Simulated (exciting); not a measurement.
Two BSE runs for the S L₂,₃ edge of LuTlS2, space group R-3m. Run A: exciting, all-electron LAPW+lo, LDA, exchange and screened direct term (singlet BSE), 3×3×3 shifted k points, 39 conduction bands, |G+q| up to 3 bohr⁻¹ (2.5 in the exchange term), full RPA screening with nempty = 69, Lorentzian half width 0.45 eV. Run B has a fault in its input.

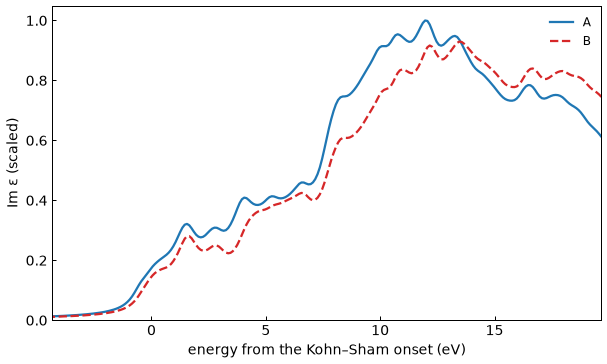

Energy from the Kohn–Sham onset, core level to the lowest empty state found on the meshes used; one zero for both, scaled to A's maximum.

**Question.** What most likely went wrong in run B?

The cutoff of the kernels is far too low (cutoff of the screened term (bohr⁻¹) from 3 to 0.6 and cutoff of the exchange term (bohr⁻¹) from 2.5 to 0.6). The spectrum differs from run A by 13 % r.m.s. The highest maximum lies at 13.5 eV (0.93), against 12.0 eV (1.00). The first bright state moves from -0.50 to -0.35 eV. The kernels miss the short-range part of the Coulomb interaction, its components above their cutoff. Other settings could leave a like mark; this is the change that was made.

[Hosts, paths, dates, database ids (printed as entryN), source tags and the programs' standing remarks are cut or masked in the printed files.]
